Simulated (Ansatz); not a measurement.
# Hypothetical P4_2/mnm GaAs: carrier doping

Start from GaAs (space group P4_2/mnm, No. 136; a = 6.917 Å, c = 4.003 Å; a hypothetical phase, not in the database extracts checked).

Carriers are added at fixed cell with a uniform background; the Fermi–Dirac width is that of 300 K.

All numbers come from Ansatz (a first-principles code), PBEsol, PAW, cutoff 420 eV, scalar-relativistic without spin-orbit coupling.

Notes on the quantities. Fermi level from band edge: Fermi level relative to the doped band's edge (positive inside the band; to 0.05 eV).

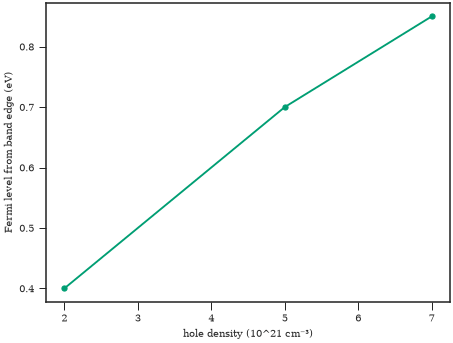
Fermi level from band edge against hole density

**Question.** From the plot, what is the Fermi level from band edge for holes 7.0×10^21 cm⁻³?

**Answer.** About 0.85 eV.

**Question.** Is the trend monotonic over the range shown?

**Answer.** Yes, it rises throughout, spanning +0.40 eV to +0.85 eV.

Carriers are added with a uniform compensating background; total energy and stress of such cells depend on the potential's zero and are not compared; many-body gap narrowing is missing at this level. Stability against distortions was not tested.
